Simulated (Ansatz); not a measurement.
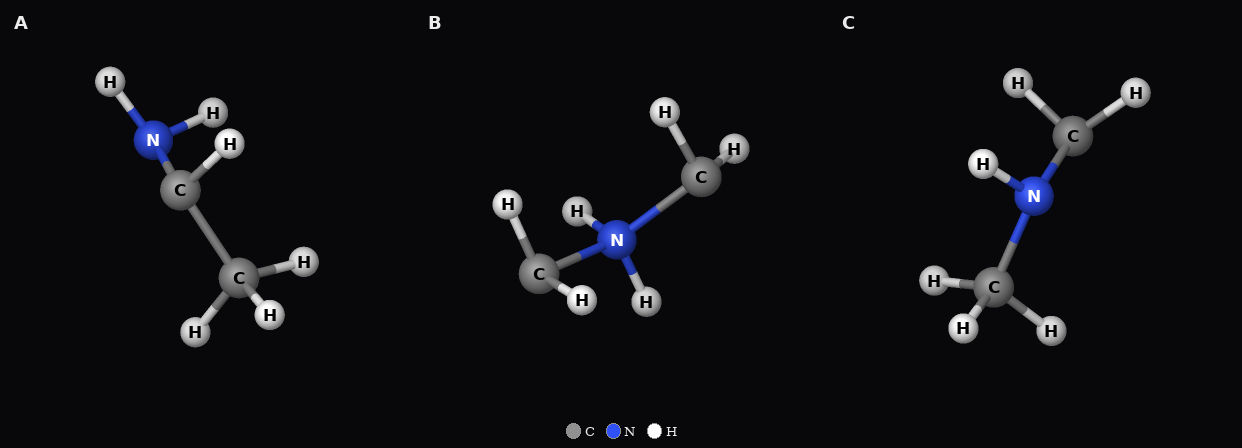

3 stationary structures of one formula. Charge −1, singlet. Geometries: PBE-D4/def2-SVPD. Electronic energies: PBE-D4/def2-SVPD (Ansatz 0.2.0), without zero-point energy. No frequency run is at hand to confirm each as a minimum. Each is one conformer, not always the lowest.

Which is lowest in energy, and by how much?

A is lowest; C lies 5.5 kcal/mol above it, B lies 44.0 kcal/mol above it.
